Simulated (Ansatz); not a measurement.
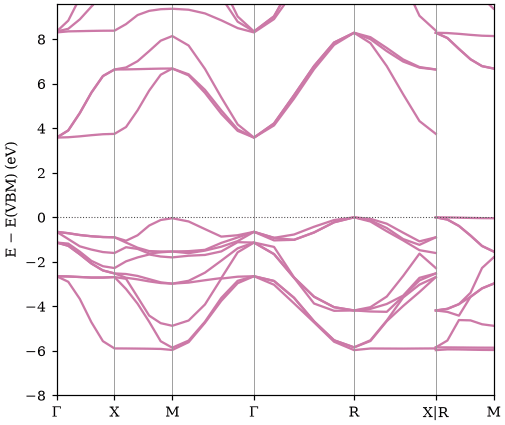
Band structure from HSE06 in the plane-wave PAW code Ansatz

Read off the gap and where the band edges lie.

About 3.6 eV (3.58 eV among the points solved); maximum at R, minimum at Γ.

The material is KTaO₃ (cubic perovskite, space group No. 221).

Space group Pm-3m (cubic perovskite). The cell was relaxed with HSE06 under the symmetry of its start. No spin polarisation was allowed. The hybrid was solved on a coarse mesh, the path and, where they were found, the r²SCAN edge points; its band edges are the extreme levels among these. Scalar-relativistic: spin–orbit coupling is off unless named, which matters more the heavier the elements.

Potentials: the later of the program's two PAW sets.
